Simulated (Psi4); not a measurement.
# singlet OF−: levels of theory compared

Wanted: a comparison of 5 runs (HF/aug-cc-pVTZ, TPSS/aug-cc-pVTZ, r2SCAN/aug-cc-pVTZ, revPBE/aug-cc-pVTZ, wB97X/aug-cc-pVTZ) of singlet OF−. 

The calculation is run with Psi4 1.11.

## (1) Starting point

OF− has 2 atoms, charge -1, and is taken as a singlet. SMILES of the parent species: `[O]F`. The shape is that of a PBE0-D4/def2-TZVP optimisation. That shape belongs to the parent species and isn't relaxed for this state.

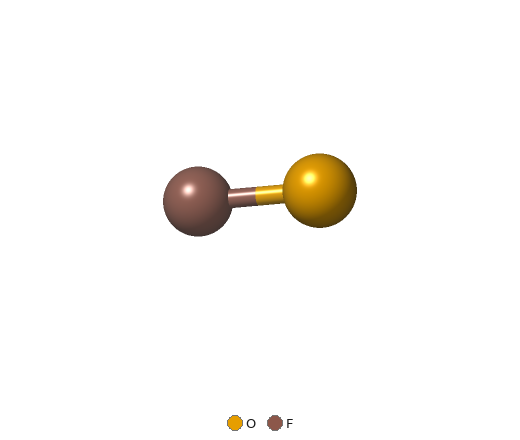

Viewed from a chosen angle; oxygen amber, fluorine brown.

## (2) Energy and forces at HF/aug-cc-pVTZ (run 1)

Input file input.json:

```json
{
 "schema_name": "qcschema_input",
 "schema_version": 1,
 "molecule": {
  "schema_name": "qcschema_molecule",
  "schema_version": 2,
  "symbols": ["O", "F"],
  "geometry": [0.0, 0.0, -0.03014113, 0.0, 0.0, 2.48385602],
  "molecular_charge": -1,
  "molecular_multiplicity": 1,
  "fix_symmetry": "c1",
  "fix_com": true,
  "fix_orientation": true
 },
 "driver": "gradient",
 "model": {
  "method": "scf",
  "basis": "aug-cc-pVTZ"
 },
 "keywords": {
  "reference": "rhf",
  "puream": true,
  "e_convergence": 1e-09,
  "d_convergence": 1e-08,
  "scf_type": "pk"
 }
}
```

On the command line:

```console
$ psi4 --qcschema input.json -n 1 --memory 2200MB
```

stdout:

```text
[...]
  Running in c1 symmetry.
[...]
  Nuclear repulsion =   28.639650605809155
[...]
  Multiplicity = 1
[...]
  Nalpha       = 9
  Nbeta        = 9
[...]
    Number of basis functions: 92
[...]
   @RHF iter   1:  -174.14108591379210   -7.15415e-01   4.33928e-03 DIIS/ADIIS
[...]
   @RHF iter  11:  -174.21023265606070   -2.98428e-12   2.54732e-09 DIIS
[...]
    Orbital Energies [Eh]
    ---------------------
    Doubly Occupied:
       1A    -26.008596     2A    -20.255172     3A     -1.344013
       4A     -0.850614     5A     -0.403964     6A     -0.403964
       7A     -0.351880     8A     -0.122852     9A     -0.122852
[...]
  @RHF Final Energy:  -174.21023265606070
   => Energetics <=
    Nuclear Repulsion Energy =             28.6396506058091553
    One-Electron Energy =                -305.9719543700817894
    Two-Electron Energy =                 103.1220711082119550
    Total Energy =                       -174.2102326560606684
[...]
 Multipole Moments:
 ------------------------------------------------------------------------------------
     Multipole            Electronic (a.u.)      Nuclear  (a.u.)        Total (a.u.)
 ------------------------------------------------------------------------------------
 L = 1.  Multiply by 2.5417464519 to convert [e a0] to [Debye]
 Dipole X            :         -0.0000000            0.0000000           -0.0000000
 Dipole Y            :         -0.0000000            0.0000000           -0.0000000
 Dipole Z            :        -22.7480399           22.1135751           -0.6344648
 Magnitude           :                                                    0.6344648
[...]
  -Total Gradient:
     Atom            X                  Y                   Z
    ------   -----------------  -----------------  -----------------
       1       -0.000000000000    -0.000000000000     0.100139985465
       2        0.000000000000     0.000000000000    -0.100139985466
[...]
```

The result, in JSON:

```text
{
 "driver": "gradient",
 "model": {
  "method": "scf",
  "basis": "aug-cc-pVTZ"
 },
 "success": true,
 "return_result": [-6.136208478305542e-16, -2.410156670463337e-16, 0.10013998546522954, 6.136208478310661e-16, 2.4101566704803764e-16, -0.10013998546616198],
 "properties": {
  "calcinfo_nbasis": 92,
  "calcinfo_nmo": 92,
  "calcinfo_nalpha": 9,
  "calcinfo_nbeta": 9,
  "calcinfo_natom": 2,
  "nuclear_repulsion_energy": 28.639650605809155,
  "return_energy": -174.2102326560607,
  "return_gradient": [-6.136208478305542e-16, -2.410156670463337e-16, 0.10013998546522954, 6.136208478310661e-16, 2.4101566704803764e-16, -0.10013998546616198],
  "scf_one_electron_energy": -305.9719543700818,
  "scf_two_electron_energy": 103.12207110821195,
  "scf_dipole_moment": [-2.423439333899259e-15, -1.3555735852656168e-15, -0.6344647657793381],
  "scf_total_energy": -174.2102326560607,
  "scf_total_gradient": [-6.136208478305542e-16, -2.410156670463337e-16, 0.10013998546522954, 6.136208478310661e-16, 2.4101566704803764e-16, -0.10013998546616198],
  "scf_iterations": 11
 }
}
```

Run time: 16 s. Hardware: 1 thread of Intel Xeon at 2.50GHz (Skylake/Cascade Lake), shared host; peak memory 0.35 GiB.

## (3) The energy at TPSS/aug-cc-pVTZ (run 2)

Input file input.json:

```json
{
  "schema_name": "qcschema_input",
  "schema_version": 1,
  "molecule": {
    "schema_name": "qcschema_molecule",
    "schema_version": 2,
    "symbols": ["O", "F"],
    "geometry": [0.0, 0.0, -0.03014113, 0.0, 0.0, 2.48385602],
    "molecular_charge": -1,
    "molecular_multiplicity": 1,
    "fix_symmetry": "c1",
    "fix_com": true,
    "fix_orientation": true
  },
  "driver": "energy",
  "model": {
    "method": "tpss",
    "basis": "aug-cc-pVTZ"
  },
  "keywords": {
    "reference": "rks",
    "puream": true,
    "e_convergence": 1e-09,
    "d_convergence": 1e-08,
    "scf_type": "pk",
    "dft_radial_points": 99,
    "dft_spherical_points": 590
  }
}
```

On the command line:

```console
$ psi4 --qcschema input.json -n 1 --memory 2200MB
```

stdout:

```text
[...]
  Running in c1 symmetry.
[...]
  Nuclear repulsion =   28.639650605809155
[...]
  Multiplicity = 1
[...]
  Nalpha       = 9
  Nbeta        = 9
[...]
    Number of basis functions: 92
[...]
   @RKS iter   1:  -174.81974670300880   -1.41246e-01   7.79809e-03 ADIIS/DIIS
[...]
   @RKS iter  11:  -175.02639600326091   -4.37694e-12   6.05285e-09 DIIS
[...]
    Orbital Energies [Eh]
    ---------------------
    Doubly Occupied:
       1A    -24.143961     2A    -18.591870     3A     -0.888964
       4A     -0.483565     5A     -0.155490     6A     -0.123972
       7A     -0.123972     8A      0.101293     9A      0.101293
[...]
  @RKS Final Energy:  -175.02639600326091
   => Energetics <=
    Nuclear Repulsion Energy =             28.6396506058091553
    One-Electron Energy =                -305.5738055836270632
    Two-Electron Energy =                 121.1330190420837880
    DFT Exchange-Correlation Energy =     -19.2252600675267935
    Empirical Dispersion Energy =           0.0000000000000000
    VV10 Nonlocal Energy =                  0.0000000000000000
    Total Energy =                       -175.0263960032609134
[...]
 Multipole Moments:
 ------------------------------------------------------------------------------------
     Multipole            Electronic (a.u.)      Nuclear  (a.u.)        Total (a.u.)
 ------------------------------------------------------------------------------------
 L = 1.  Multiply by 2.5417464519 to convert [e a0] to [Debye]
 Dipole X            :          0.0000000            0.0000000            0.0000000
 Dipole Y            :         -0.0000000            0.0000000           -0.0000000
 Dipole Z            :        -22.5304215           22.1135751           -0.4168464
 Magnitude           :                                                    0.4168464
[...]
```

The result, in JSON:

```text
{
 "driver": "energy",
 "model": {
  "method": "tpss",
  "basis": "aug-cc-pVTZ"
 },
 "success": true,
 "return_result": -175.0263960032609,
 "properties": {
  "calcinfo_nbasis": 92,
  "calcinfo_nmo": 92,
  "calcinfo_nalpha": 9,
  "calcinfo_nbeta": 9,
  "calcinfo_natom": 2,
  "nuclear_repulsion_energy": 28.639650605809155,
  "return_energy": -175.0263960032609,
  "scf_one_electron_energy": -305.57380558362706,
  "scf_two_electron_energy": 121.13301904208379,
  "scf_xc_energy": -19.225260067526794,
  "scf_dipole_moment": [5.845088736247457e-15, -2.454061604842611e-15, -0.41684638615766545],
  "scf_total_energy": -175.0263960032609,
  "scf_iterations": 11
 }
}
```

It took 24 s on 1 thread of Intel Xeon at 2.50GHz (Skylake/Cascade Lake), shared host; peak memory 1.1 GiB.

## (4) Energy and forces at r2SCAN/aug-cc-pVTZ (run 3)

Input file fo.py:

```python
import psi4

psi4.set_memory(2200000000)
psi4.set_num_threads(1)
psi4.set_output_file('run.log', False)

geom = psi4.geometry("""
-1 1
O      0.00000000     0.00000000    -0.03014113
F      0.00000000     0.00000000     2.48385602
units au
symmetry c1
no_reorient
no_com
""")

psi4.set_options({
    'basis': 'aug-cc-pVTZ',
    'puream': True,
    'e_convergence': 1e-09,
    'd_convergence': 1e-08,
    'scf_type': 'pk',
    'dft_radial_points': 99,
    'dft_spherical_points': 590,
})

e_tot, wfn = psi4.gradient("r2scan", molecule=geom, return_wfn=True)
psi4.oeprop(wfn, "QUADRUPOLE", "LOWDIN_CHARGES", "MAYER_INDICES")
print('gradient / Eh bohr^-1')
print(e_tot.np.round(6))
print(f'energy = {wfn.energy():.10f} Eh')
```

On the command line:

```console
$ python fo.py
```

run.log:

```text
[...]
  Running in c1 symmetry.
[...]
  Nuclear repulsion =   28.639650605809155
[...]
  Multiplicity = 1
[...]
  Nalpha       = 9
  Nbeta        = 9
[...]
    Number of basis functions: 92
[...]
   @RKS iter   1:  -174.74595326127906   -1.85689e-01   7.28991e-03 DIIS/ADIIS
[...]
   @RKS iter  12:  -174.92969147941980   -5.40012e-13   6.77529e-10 DIIS
[...]
    Orbital Energies [Eh]
    ---------------------
    Doubly Occupied:
       1A    -24.222845     2A    -18.658864     3A     -0.924313
       4A     -0.506861     5A     -0.167650     6A     -0.137027
       7A     -0.137027     8A      0.094821     9A      0.094821
[...]
  @RKS Final Energy:  -174.92969147941980
   => Energetics <=
    Nuclear Repulsion Energy =             28.6396506058091553
    One-Electron Energy =                -305.6459125901399148
    Two-Electron Energy =                 121.2105626613216600
    DFT Exchange-Correlation Energy =     -19.1339921564107023
    Empirical Dispersion Energy =           0.0000000000000000
    VV10 Nonlocal Energy =                  0.0000000000000000
    Total Energy =                       -174.9296914794198017
[...]
  -Total Gradient:
     Atom            X                  Y                   Z
    ------   -----------------  -----------------  -----------------
       1       -0.000000000000    -0.000000000000     0.124764655050
       2       -0.000000000000     0.000000000000    -0.125426533249
[...]
 Multipole Moments:
 ------------------------------------------------------------------------------------
     Multipole            Electronic (a.u.)      Nuclear  (a.u.)        Total (a.u.)
 ------------------------------------------------------------------------------------
 L = 1.  Multiply by 2.5417464519 to convert [e a0] to [Debye]
 Dipole X            :         -0.0000000            0.0000000           -0.0000000
 Dipole Y            :         -0.0000000            0.0000000           -0.0000000
 Dipole Z            :        -22.5378576           22.1135751           -0.4242824
 Magnitude           :                                                    0.4242824
 L = 2.  Multiply by 1.3450342976 to convert [e a0^2] to [Debye ang]
 Quadrupole XX       :        -10.2721714            0.0000000          -10.2721714
 Quadrupole XY       :          0.0000000            0.0000000            0.0000000
[...]
```

The script printed:

```text
gradient / Eh bohr^-1
[[-0.       -0.        0.124765]
 [-0.        0.       -0.125427]]
energy = -174.9296914794 Eh
```

It took 36 s on 1 thread of Intel Xeon at 2.50GHz (Skylake/Cascade Lake), shared host; peak memory 1.1 GiB.

Run 4 isn't shown in full; the table further down has it.

## (5) The energy at wB97X/aug-cc-pVTZ (run 5)

Input file job.inp:

```
memory 2200 mb

molecule geom {
  -1 1
  O
  F 1 1.33035
  symmetry c1
}

set basis aug-cc-pVTZ
set puream true
set e_convergence 1e-09
set d_convergence 1e-08
set scf_type pk
set dft_radial_points 99
set dft_spherical_points 590

E, wfn = energy("wb97x", return_wfn=True)
```

On the command line:

```console
$ psi4 -i job.inp -o job.out -n 1
```

job.out:

```text
[...]
  Running in c1 symmetry.
[...]
  Nuclear repulsion =   28.639650594384939
[...]
  Multiplicity = 1
[...]
  Nalpha       = 9
  Nbeta        = 9
[...]
    Number of basis functions: 92
[...]
   @RKS iter   1:  -174.82432146475952   -4.41571e-01   6.37788e-03 ADIIS/DIIS
[...]
   @RKS iter  11:  -174.96745274733240   -3.12639e-12   5.32866e-09 DIIS
[...]
    Orbital Energies [Eh]
    ---------------------
    Doubly Occupied:
       1A    -24.474745     2A    -18.903617     3A     -1.089939
       4A     -0.668414     5A     -0.306037     6A     -0.295662
       7A     -0.295662     8A     -0.052131     9A     -0.052131
[...]
  @RKS Final Energy:  -174.96745274733240
   => Energetics <=
    Nuclear Repulsion Energy =             28.6396505943849391
    One-Electron Energy =                -305.6400545443319743
    Two-Electron Energy =                 115.8782734520181634
    DFT Exchange-Correlation Energy =     -13.8453222494035124
    Empirical Dispersion Energy =           0.0000000000000000
    VV10 Nonlocal Energy =                  0.0000000000000000
    Total Energy =                       -174.9674527473324019
[...]
 Multipole Moments:
 ------------------------------------------------------------------------------------
     Multipole            Electronic (a.u.)      Nuclear  (a.u.)        Total (a.u.)
 ------------------------------------------------------------------------------------
 L = 1.  Multiply by 2.5417464519 to convert [e a0] to [Debye]
 Dipole X            :         -0.0000000            0.0000000           -0.0000000
 Dipole Y            :          0.0000000            0.0000000            0.0000000
 Dipole Z            :          1.4531193           -0.5771080            0.8760113
 Magnitude           :                                                    0.8760113
[...]
```

Run time: 16 s. Hardware: 1 thread of Intel Xeon at 2.50GHz (Skylake/Cascade Lake), shared host; peak memory 0.73 GiB.

## (6) Overview of the runs

```tsv
run	level	task	integration grid	energy (Eh)	HOMO energy (eV)	LUMO energy (eV)	HOMO–LUMO gap (eV)	wall time
1	HF/aug-cc-pVTZ	gradient	–	-174.210233	-3.34	7.71	11.05	16 s
2	TPSS/aug-cc-pVTZ	energy	99 radial × 590 angular	-175.026396	2.76	5.72	2.96	24 s
3	r2SCAN/aug-cc-pVTZ	gradient	99 radial × 590 angular	-174.929691	2.58	6.27	3.68	36 s
4	revPBE/aug-cc-pVTZ	energy	99 radial × 590 angular	-174.959274	2.85	5.49	2.64	14 s
5	wB97X/aug-cc-pVTZ	energy	99 radial × 590 angular	-174.967453	-1.42	7.84	9.26	16 s
```

## (7) What came out

```
                                                    quantity          value
                                         run 5: total energy  -174.96745 Eh
                                          run 5: HOMO energy       -1.42 eV
                                          run 5: LUMO energy        7.84 eV
run 5: HOMO–LUMO gap (to an unbound level, set by the basis)        9.26 eV
```

In words: The HOMO–LUMO gap runs from 2.64 eV (revPBE/aug-cc-pVTZ) to 11.05 eV (HF/aug-cc-pVTZ). Exact exchange widens orbital gaps. The empty levels of an anion lie above zero and hang on the basis. Totals of different functionals can't be ranked against each other. In runs 2, 3, 4 the HOMO lies above zero, so the outermost electron may be held by the basis alone. All runs together took 1.8 min, the longest 36 s.
